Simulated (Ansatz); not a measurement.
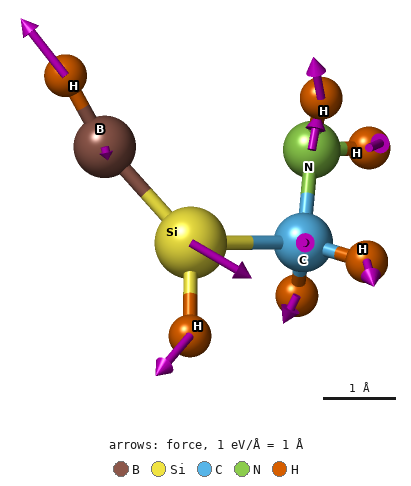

Starting geometry of CH$_{6}$BNSi with the computed forces as purple arrows. The picture is a ball-and-stick view, seen at a tilt.

The run prepares the start of a later molecular dynamics calculation, from a guessed geometry.

Method: RKS PBE/6-31G (Ansatz 0.2.0).

Input
```yaml
crystal:
  periodic: [false, false, false]
  atoms:
    - { symbol: B, position_ang: [-1.47951, 1.35719, -1.11046] }
    - { symbol: Si, position_ang: [-1.28536, 0.16472, 0.24293] }
    - { symbol: C, position_ang: [0.366, -0.77041, 0.48014] }
    - { symbol: "N", position_ang: [1.37254, -0.16519, -0.38212] }
    - { symbol: H, position_ang: [-1.47205, 2.34124, -1.71293] }
    - { symbol: H, position_ang: [-2.2234, -0.44854, 1.19437] }
    - { symbol: H, position_ang: [0.25414, -1.81172, 0.16404] }
    - { symbol: H, position_ang: [0.66781, -0.79358, 1.54144] }
    - { symbol: H, position_ang: [2.25393, -0.66649, -0.31939] }
    - { symbol: H, position_ang: [1.54591, 0.79279, -0.09801] }
basis:
  gaussian: { orbitals: "6-31G" }
hamiltonian:
  xc: pbe
relax:
  f_tol: 0.02
  max_steps: 40
```

Launched with:
```bash
ansatz run input.yaml --threads 1 --pin off --max-ram 2048MiB --backend cpu --events-out ev --progress --plain --runs-dir out
```

### What follows when this structure is relaxed?

It isn't relaxed: the largest force vector, on H5, is 1.03 eV/Å. The final displacements have little in common with the starting forces (cosine between the two patterns −0.07). The largest move after the best rigid fit is that of H9, 1.41 Å. By element the largest moves are H 1.41 Å, B 1.01 Å, N 0.69 Å, Si 0.39 Å, C 0.19 Å. Near-neighbour distances that change, for instance: B1–N4 3.314 → 1.643 Å, C3–N4 1.457 → 1.562 Å, B1–Si2 1.814 → 1.886 Å, Si2–C3 1.913 → 1.984 Å. New bonds form: B1–N4 (3.31 → 1.64 Å). Among the angles between lasting bonds that change: B1–Si2–C3 120.4° → 79.4°, Si2–C3–N4 108.7° → 88.8°, C3–Si2–H6 105.5° → 123.4°. Groups turn about C3–N4 by about 55°. Over 17 accepted moves (18 points after the start) the energy falls by 163.3 kJ/mol. The largest force component goes from 0.88 to 0.019 eV/Å. The line search rejected the trial step at point 11 of the run. Cost: 32 s on 1 thread of Intel(R) Xeon(R) 6975P-C (Granite Rapids), on a shared host, peak memory 0.18 GiB.
